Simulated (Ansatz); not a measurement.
Partial pair distribution functions of a relaxed model of amorphous W₁₆Si₃₂, broadened by 0.06 Å; density 8.89 g/cm³. Method: PBE, scalar-relativistic without spin-orbit coupling (plane waves to 420 eV, PAW; Ansatz, a quantum-chemistry and plane-wave program).

Preparation: random packing, a CHGNet melt and quench, and a DFT relaxation. The hot cell started wider than the set density and was brought back towards it in steps. It is the lowest in DFT energy of 2 quenches. It is a model cell: composition and starting density were chosen by hand, and all elements were melted together. No dispersion term was used. Its density started from a set value of 8.82 and ended at 8.89 g/cm³. Cooling (nominally 160 K/ps over its main leg) ran many orders faster than in experiment, which tends to leave more defects and strain. Values belong to this one cell and scatter from quench to quench. Volume and shape were free in the relaxation. Stress components on the final sampling reach 0.7 GPa. On a 2×2×2 Γ-centred mesh force components of up to 0.39 eV/Å stay, since the relaxation ran on one k-point at (1/4, 1/4, 1/4).

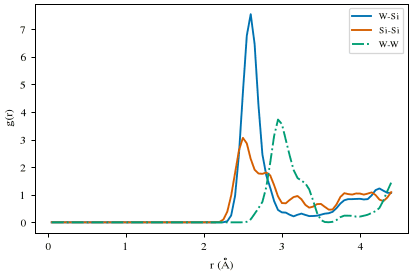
Figure. Partial pair distribution functions

Highest peaks under 4.5 Å: W-Si near 2.60 Å, Si-Si near 2.50 Å, W-W near 2.95 Å; pairs of few atoms are noisy.

Within 3.12 Å each W has 8.00 Si neighbours on average.
